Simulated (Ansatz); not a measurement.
# Debugging a many-body input for Nb2Sn2O7 (Fd-3m)

What is wrong with this input for Nb2Sn2O7 (Fd-3m)?

Method: G0W0 on LDA, plane waves, PAW, in Ansatz 0.2.0.

### Step 1. The structure

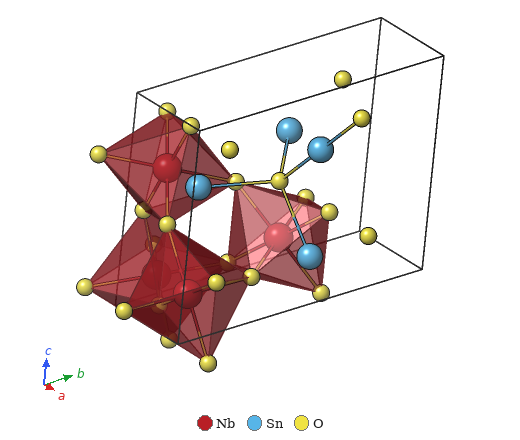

The starting structure, seen slightly off an axis (niobium red, tin blue, oxygen yellow). Bonds to atoms that aren't drawn are left out. Some periodic images of atoms are drawn too.

The cell and positions are those that the Materials Project relaxed with its own functionals (PBE, PBE+U or r2SCAN), kept fixed. The default PAW set here is soft_2. Its files were made with PBE.

### Step 2. First try

Contents of input.yaml:

```yaml
crystal:
  lattice:
    - [0.0, 5.380295, 5.380295]
    - [5.380295, 0.0, 5.380295]
    - [5.380295, 5.380295, 0.0]
  atoms:
    - { symbol: Nb, position: [0.125, 0.125, 0.125] }
    - { symbol: Nb, position: [0.625, 0.125, 0.125] }
    - { symbol: Nb, position: [0.125, 0.125, 0.625] }
    - { symbol: Nb, position: [0.125, 0.625, 0.125] }
    - { symbol: Sn, position: [0.625, 0.625, 0.125] }
    - { symbol: Sn, position: [0.625, 0.625, 0.625] }
    - { symbol: Sn, position: [0.125, 0.625, 0.625] }
    - { symbol: Sn, position: [0.625, 0.125, 0.625] }
    - { symbol: O, position: [0.061003, 0.438997, 0.061003] }
    - { symbol: O, position: [0.061003, 0.061003, 0.438997] }
    - { symbol: O, position: [0.811003, 0.188997, 0.811003] }
    - { symbol: O, position: [0.061003, 0.438997, 0.438997] }
    - { symbol: O, position: [0.188997, 0.811003, 0.188997] }
    - { symbol: O, position: [0.438997, 0.061003, 0.061003] }
    - { symbol: O, position: [0.188997, 0.188997, 0.811003] }
    - { symbol: O, position: [0.188997, 0.811003, 0.811003] }
    - { symbol: O, position: [0.75, 0.75, 0.75] }
    - { symbol: O, position: [0.811003, 0.188997, 0.188997] }
    - { symbol: O, position: [0.438997, 0.438997, 0.061003] }
    - { symbol: O, position: [0.811003, 0.811003, 0.188997] }
    - { symbol: O, position: [0.5, 0.5, 0.5] }
    - { symbol: O, position: [0.438997, 0.061003, 0.438997] }
kpoints:
  mp_grid: { grid: [2, 2, 2] }
hamiltonian:
  xc: lda
scf:
  occupations: { method: fixed }
  max_iter: 3
gw:
  n_empty_bands: 328
  ecut_chi: 60
  qp_bands: [v4, c4]
  qp_kpoints: band_edges
  screening: { model: contour_deformation }
```

Launch:

```bash
$ ansatz run input.yaml --threads 24 --pin off --max-ram 82944MiB --backend cuda --events-out ev --progress --plain --runs-dir out --devices 1 --max-vram 78GiB
```

Numbers of over 12 decimals in the logs are rounded to 6 here.

Log:

```text
GPUs: using 1 of 1 available (devices: 1).
Engine: ansatz 0.2.0, aarch64-unknown-linux-gnu
Pseudopotentials: kind: paw
Pseudopotential: Nb, paw, valence charge 13, recommended cutoff 420 eV (normal), Nb.paw.azcp
Pseudopotential: Sn, paw, valence charge 14, recommended cutoff 420 eV (normal), Sn.paw.azcp
Pseudopotential: O, paw, valence charge 6, recommended cutoff 420 eV (normal), O.paw.azcp
Functional definition: SPW92
  exchange = slater_x
  correlation = pw_c
device memory: the entry about to start is reckoned to put 5.0 GiB on a device that reports 165.6 GiB free (of which the cap on the GPU budget leaves the run 78.0 GiB)
GPU FFT provider: cuFFT
GPU libraries: cuBLAS 13.8.1, cuFFT 12.4.0, cuSOLVER 12.3.2
GPU matrix products: emulated (plane waves: as basis.precision tells), large ones in fixed point in workspaces of 1.00 GiB
Crystal: 22 atoms, lattice volume = 311.493 Å³
Basis set: ecut = 420 eV, 6081 PW (Γ)
Bands: 118, of which v1, the nominal top of the filled ones, is band 96 counted from 1 (95 counted from 0)
Symmetry: 48 space group operations
Space group: Fd-3m (ITA 227), of the structure as read, at distance tolerance 6.8e-5 Å
k-points: 3 of 8
Non-local potential: Nb, projectors of the file, l = 0: 3, l = 1: 2, l = 2: 2, l = 3: 1
Non-local potential: Sn, projectors of the file, l = 0: 2, l = 1: 2, l = 2: 2, l = 3: 2
Non-local potential: O, projectors of the file, l = 0: 2, l = 1: 2, l = 2: 1
PAW form: soft (Blöchl's): semilocal exchange-correlation on the pseudo side does not see the compensation charge
PAW frozen core: Nb, regenerated for the run's functional, and the local potential with it (the file was generated under x = pbe(κ = 0.804, μ = 0.219515), c = pbe(β = 0.066725))
PAW frozen core: Sn, regenerated for the run's functional, and the local potential with it (the file was generated under x = pbe(κ = 0.804, μ = 0.219515), c = pbe(β = 0.066725))
PAW frozen core: O, regenerated for the run's functional, and the local potential with it (the file was generated under x = pbe(κ = 0.804, μ = 0.219515), c = pbe(β = 0.066725))
PAW one-centre angular grid: Nb, 590 points (default); XC on 64 Gauss nodes
PAW one-centre angular grid: Sn, 590 points (default); XC on 64 Gauss nodes
PAW one-centre angular grid: O, 110 points (default); XC on 64 Gauss nodes
Initial density: superposition of atomic densities (neutral atoms: chi_scale 0, normalization atom), corrected by the library's trained network
Initial wavefunctions: pseudopotential atomic-orbital guess
GPU buffer pool allocated for 157464 grid points (all kernels)
GPU transforms: local potential and band sums: pruned to the plane-wave sphere, on 50×54×54
Functional: x = slater, c = lda
SCF iter   1: F=—  HF=-49073.056699 eV  |F-HF|=—  |Δ(HF+E_count)|=         —  Δρ=1.66e-2  dr2=8.24e-1  ethr=1.77e-3  ⟨swp⟩=9.0  Hψ=3344  notcnv=0
preconditioner: auto → Resta (q_TF=auto, 2.517 Å⁻¹)  ε∞=4.9  [insulator: Δε(μ)=1.082 eV  Ē_g=13.393 eV  n_scr=64 (ndim 8)  ℏωp=26.6 eV  f_vac=0.037  ε∞_Penn≈4.9]
SCF iter   2: F=—  HF=-49072.869817 eV  |F-HF|=—  |Δ(HF+E_count)|=   1.87e-1  Δρ=6.74e-3  dr2=1.73e-1  ethr=4.29e-4  ⟨swp⟩=6.0  Hψ=2167  notcnv=0
SCF iter   3: F=—  HF=-49072.837039 eV  |F-HF|=—  |Δ(HF+E_count)|=   3.28e-2  Δρ=2.91e-3  dr2=3.46e-2  ethr=9.02e-5  ⟨swp⟩=5.7  Hψ=2047  notcnv=0
Error: did not converge after 3 iterations: dr2 = 3.46e-2 (threshold 1.00e-7), under the density mixer `msr1`, which `scf.mixing.algorithm: auto` chose by the deck's other keys (type `scf.mixing.algorithm: msr1` to keep it); at k-index 1, counted from 0 in this SCF's own list of k-points, the highest band that the last eigensolve's fill by count filled, 9.359932 eV, and the lowest that it left empty, 10.525238 eV, la [...]
```

Elapsed: 1.3 s, on 1 × NVIDIA GB200 (shared by 2 runs) with 24 threads of Arm Neoverse V2, shared host; peak memory 0.98 GiB.

Reading the cycles: dr2 is the Hartree energy of the density residual (eV), the measure of convergence; HF is the Harris–Foulkes estimate of the energy, which meets the free energy F at convergence.

Q: What is the fault?

No converged result was reached; the numbers in the log don't describe the system.

The program's message: “Error: did not converge after 3 iterations: dr2 = 3.46e-2 (threshold 1.00e-7), under the density mixer `msr1`, which `scf.mixing.algorithm: auto` chose by the deck's other keys (type `scf.mixing.algor …”

The fault: too few SCF iterations. The ground state must converge before anything is built on it.

### Step 3. A better input

Now the one-shot GW correction: screening in the RPA, then the self-energy of the levels asked for.

input.yaml: that of step 2 with these lines changed.

```diff
@@ -34,6 +34,5 @@
   occupations: { method: fixed }
-  max_iter: 3
 gw:
-  n_empty_bands: 328
-  ecut_chi: 60
+  n_empty_bands: 432
+  ecut_chi: 72
   qp_bands: [v4, c4]
```

Log:

```text
GPUs: using 1 of 1 available (devices: 1).
[...]
Crystal: 22 atoms, lattice volume = 311.493 Å³
Basis set: ecut = 420 eV, 6081 PW (Γ)
Bands: 118, of which v1, the nominal top of the filled ones, is band 96 counted from 1 (95 counted from 0)
[... 1 set-up line as in the run before ...]
[...]
k-points: 3 of 8
[...]
SCF iter   1: F=—  HF=-49073.054512 eV  |F-HF|=—  |Δ(HF+E_count)|=         —  Δρ=1.65e-2  dr2=8.18e-1  ethr=1.77e-3  ⟨swp⟩=4.7  Hψ=1103  notcnv=0  defer=53
[...]
SCF iter   9: F=-49072.824777 eV  HF=-49072.824777 eV  |F-HF|=1.13e-9  |Δ(HF+E_count)|=   4.69e-8  Δρ=1.80e-6  dr2=1.13e-8  ethr=5.21e-11  ⟨swp⟩=10.3  Hψ=1295  notcnv=0
SCF 1 converged in 9 iterations: F = -49072.824777 eV  dr2 = 1.13e-8
[...]
NSCF: frozen V_eff on 3 k-points
[...]
SCF converged after 9 iterations
[...]
1    96      9.3724   -21.7753     2.5416   -19.5699  0.7109     9.7046     9.7085  root
     1    97     10.4680   -13.7273    -5.0077   -19.7054  0.7075    11.5641    11.4384  root ?
     1    98     10.4680   -13.7273    -5.0077   -19.7054  0.7075    11.5641    11.4384  root ?
     1    99     10.4804   -13.4370    -5.1497   -19.5577  0.7071    11.5776    11.4514  root ?
     1   100     10.6167   -13.4820    -5.4717   -19.9492  0.7050    11.7612    11.6122  root ?
     2    93      8.1636   -21.3089     2.6802   -18.8857  0.7034     8.4185     8.4206  root
     2    94      8.1636   -21.3089     2.6802   -18.8857  0.7034     8.4185     8.4206  root
     2    95      9.3176   -21.1448     2.2750   -19.2176  0.7129     9.6614     9.6655  root
     2    96      9.3176   -21.1448     2.2750   -19.2176  0.7129     9.6614     9.6655  root
     2    97     10.4235   -13.1460    -5.1217   -19.2317  0.7109    11.5061    11.3874  root ?
     2    98     10.4235   -13.1460    -5.1217   -19.2317  0.7109    11.5061    11.3874  root ?
     2    99     10.6684   -13.7328    -5.2159   -19.9274  0.7005    11.7712    11.6471  root ?
     2   100     10.6684   -13.7328    -5.2159   -19.9274  0.7005    11.7712    11.6471  root ?
```

Wall time 2.8 s (1 × NVIDIA GB200 (shared by 2 runs) with 24 threads); peak memory 1.6 GiB.

Numbers from this step:

- bands summed: 528
- RPA ε∞ on this mesh (eigenvalues): 14.51, 14.51, 14.51
- plane waves in the screening matrix: 411
- q-points in the mesh: 8
- G0W0 gap on the mesh: 1.538 eV
- k of the valence top: 0, 0, -0.5
- k of the conduction bottom: 0, 0, 0
- starting gap on the mesh: 0.8796 eV
- Z at the valence top: 0.7109
- Z at the conduction bottom: 0.7127
- least direct G0W0 gap on the computed points: 1.722 eV

The gap on the mesh goes from 0.88 eV to 1.54 eV, a correction of +0.66 eV. The program marks an edge row as in doubt. Between the two edge states, bare exchange in place of the xc potential would open the gap by 8.33 eV, and correlation takes back 7.67 eV.

### Step 4. Outcome

| Quantity | Value |
| --- | --- |
| first try | not converged after 1.3 s |
| better run | G0W0 gap on the mesh 1.54 eV (2×2×2 mesh, 432 empty bands, screening to 72 eV) |

In words: The second run differs in: empty bands, screening cutoff (eV) and iteration cap. Bands and cutoff are finite, so the gap is not at the basis limit. The miss can reach some tenths of an eV and take either sign; the mesh is an error of its own. The 2×2×2 mesh is coarse for this cell (its supercell is 15 Å along the shortest edge). The RPA ε∞ on it, from the LDA start, is 14.51; such meshes misread the long-range screening, most where the gap is narrow. The many-body steps are scalar-relativistic: spin-orbit coupling is not in them. The program marks a band-edge row as in doubt, so the gap is less sure than its digits.

[Paths, hosts, dates, memory and timing lines, banners, echoed tables and standing remarks are left out of the program output.]

[Logs are printed without paths, hosts, clocks, repeated set-up lines and the standing remarks that a program may print on its own settings, such as how far it seeks lower states.]

[Runs of the session that timed out or met a known fault of the program may be left out.]

[Cells called generated may have been cut or substituted from an entry of the Crystallography Open Database or the Materials Project.]

[Hosts, paths, dates, database ids (printed as entryN), source tags and the programs' standing remarks are cut or masked in the printed files.]
